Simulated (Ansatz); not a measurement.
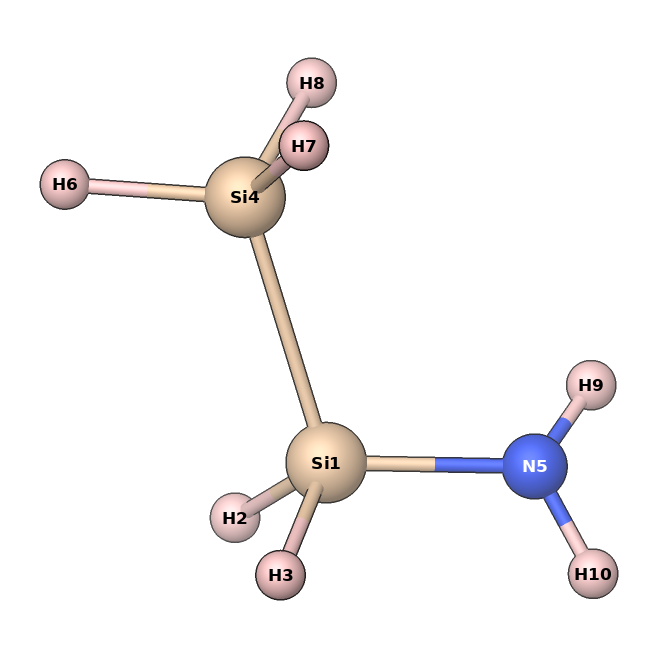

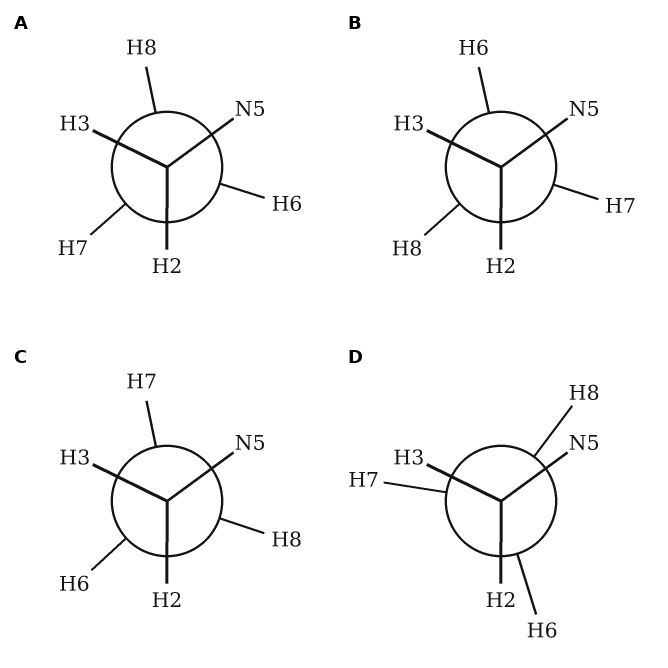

Distant atoms are faded towards the background colour. Bonds that would overlap in a projection are set slightly apart. The geometry was computed by an optimisation with PBE0-D4/def2-TZVP.

Which Newman projection shows the view along Si1–Si4, with Si1 in front?

Answer. C. The torsion angle N5–Si1–Si4–H6 is 174°, antiperiplanar (anti).
